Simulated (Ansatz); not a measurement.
B$_{2}$H$_{4}$S: several calculations on one system

**1. Relaxation**

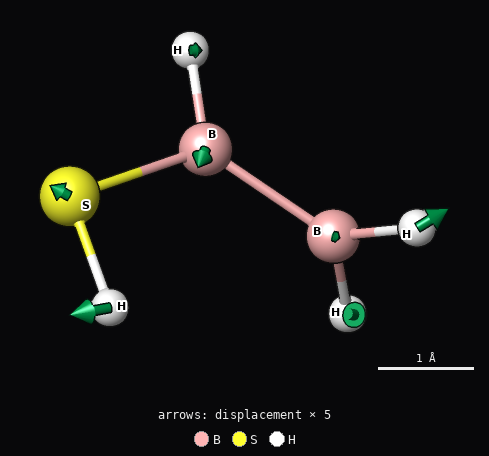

A relaxation of B$_{2}$H$_{4}$S. The starting structure is drawn; green arrows show the displacements, 5 times their true length. The two geometries are superimposed by the best rigid fit.

A ball-and-stick model, seen at a tilt.

The run prepares an end point of a later path (torsion) calculation, from a guessed geometry.

Method: RKS LDA/def2-SVP (Ansatz 0.2.0). Set-up: no spin polarisation; force threshold 0.015 eV/Å; at most 40 steps.

### Which element moves most?

Hydrogen: up to 0.099 Å, against 0.053 Å for boron.

### Describe the change and its energy.

The energy falls by 10.4 kJ/mol in 8 accepted moves (9 points after the start). The largest force component goes from 1 to 0.0078 eV/Å. The line search rejected the trial step at point 7 of the run. The largest move after the best rigid fit is that of an H atom, 0.099 Å. Largest moves by element: H 0.099 Å, B 0.053 Å, S 0.050 Å. Among the contacts that change: B–H 1.174 → 1.224 Å, H–S 1.334 → 1.370 Å, B–B 1.630 → 1.640 Å, B–S 1.776 → 1.769 Å. Among the angles between lasting bonds that change: B–B–H 125.7° → 121.1°, B–B–S 122.6° → 127.1°.

**2. Relaxation**

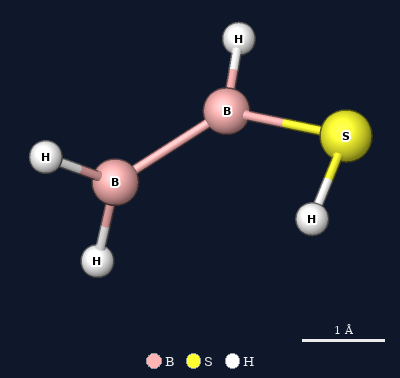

This is the input geometry for a relaxation of B2H4S. The picture is a ball-and-stick view, seen from a free direction.

The run prepares an end point of a later path (torsion) calculation, from a guessed geometry.

Computed with Ansatz, RKS LDA/def2-SVP.

Input file:
```yaml
crystal:
  periodic: [false, false, false]
  atoms:
    - { symbol: B, position_ang: [-0.63714, 0.5642, -0.65019] }
    - { symbol: B, position_ang: [-0.05999, 0.0141, 0.77191] }
    - { symbol: S, position_ang: [-0.73808, 0.50938, 2.33635] }
    - { symbol: H, position_ang: [-1.48611, 0.01105, -1.24223] }
    - { symbol: H, position_ang: [-0.215, 1.52479, -1.17549] }
    - { symbol: H, position_ang: [0.83274, -0.73898, 0.90449] }
    - { symbol: H, position_ang: [-1.70371, 1.33307, 1.92612] }
basis:
  gaussian: { orbitals: def2-SVP }
hamiltonian:
  xc: lda
relax:
  f_tol: 0.015
  max_steps: 40
```

Command:
```bash
ansatz run input.yaml --threads 1 --pin off --max-ram 2048MiB --backend cpu --events-out ev --progress --plain --runs-dir out
```

> What does the optimiser find from here?

The largest move after the best rigid fit is that of H7, 0.089 Å. By element the largest moves are H 0.089 Å, B 0.047 Å, S 0.044 Å. Among the contacts that change: B1–H4 1.174 → 1.224 Å, B2–H6 1.175 → 1.225 Å, S3–H7 1.334 → 1.370 Å, B1–B2 1.630 → 1.639 Å. Among the angles between lasting bonds that change: B1–B2–H6 125.7° → 121.2°, B1–B2–S3 122.6° → 127.1°. Over 7 accepted moves (8 points after the start) the energy falls by 0.109 eV. The largest force component goes from 1.1 to 0.005 eV/Å. The line search rejected the trial step at point 7 of the run. Cost: 10 s on 1 thread of Intel(R) Xeon(R) Platinum 8259CL CPU @ 2.50GHz (Skylake/Cascade Lake), on a shared host, peak memory 0.13 GiB.

History of the run:

```csv
step,"E − E(0), eV","largest force component, eV/Å",note
0,0.0000,1.0712,
1,-0.0917,0.3634,
2,-0.1045,0.1848,
3,-0.1076,0.0442,
4,-0.1078,0.0347,
5,-0.1082,0.0339,
6,-0.1091,0.0188,
7,-0.1001,0.4261,rejected
8,-0.1092,0.0050,
```

Final geometry:

```xyz
7

B    -0.6283    0.5565   -0.6724
B    -0.0942    0.0416    0.7894
S    -0.7270    0.4979    2.3773
H    -1.4988   -0.0392   -1.2940
H    -0.1689    1.5510   -1.2193
H     0.8402   -0.7448    0.8819
H    -1.7303    1.3546    2.0081
```

After the run, drawn alike:

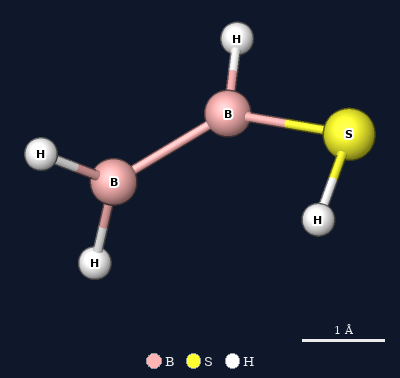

**3. Path**

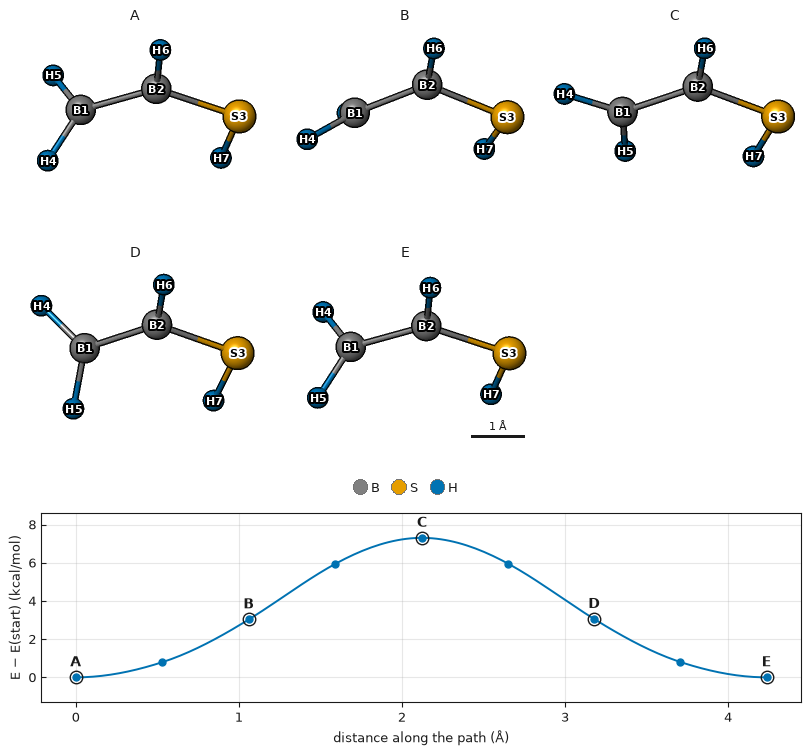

NEB run on B₂H₄S. Images are numbered from 0 (start) to 8 (end). Frames A to E are images 0, 2, 4, 6, 8. The picture is a ball-and-stick view, seen from a free direction.

Theory: RKS LDA/def2-SVP in Ansatz 0.2.0. Set-up: 7 movable images; climbing image; force threshold 0.05 eV/Å; iteration limit 60; starting path through a guess of the saddle point.

> Read off the barrier and say what moves.

The two ends have the same energy, and the highest point, image 4, lies 7.3 kcal/mol above the start. The motion is a rotation about the B1–B2 bond by about 180°. No bond forms or breaks between the ends. Among the angles between lasting bonds that change up to the highest image: B1–B2–S3 127.1° → 119.6°, B1–B2–H6 121.1° → 128.0°. The band converged in 7 iterations, with a climbing image at the top. At the top, the vibrational analysis gives one imaginary mode (302i cm⁻¹), as a transition state must have.

Cost: 57 s on 1 thread of Intel(R) Xeon(R) Platinum 8259CL CPU @ 2.50GHz (Skylake/Cascade Lake) (shared host), peak memory 0.13 GiB.
